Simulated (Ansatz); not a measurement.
The figure comes from a scan of MgO (rock salt): a phonon pattern at X = (0.5, 0.5, 0.0) is frozen into a 4-atom cell, Q being the largest atomic displacement. The numbers are results of PBE (plane waves to 420 eV, PAW, scalar-relativistic; Ansatz, an electronic-structure program), not measurements. k mesh 13×13×13 (Γ-centred), Fermi-Dirac smearing 0.05 eV. Energies are smeared free energies. MgO was relaxed with its symmetry unable to fall. The PAW data are Ansatz's earlier set. ΔE is measured from the undisplaced structure.

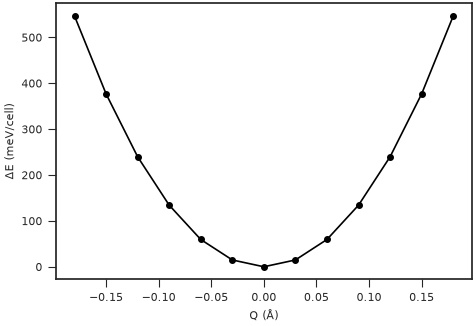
Figure. ΔE (meV/cell) against Q (Å); markers are the computed points, lines only join them.

### Question
List the plotted points as numbers.

### Answer
To the nearest 10:

```
Q (Å)   ΔE (meV/cell)
------  -------------
-0.180            550
-0.150            380
-0.120            240
-0.090            130
-0.060             60
-0.030             10
0.000               0
0.030              10
0.060              60
0.090             130
0.120             240
0.150             380
0.180             550
```

(A displaced cell: forces are minus the slopes of the energy, force constants its curvatures, and phonons follow from these.)
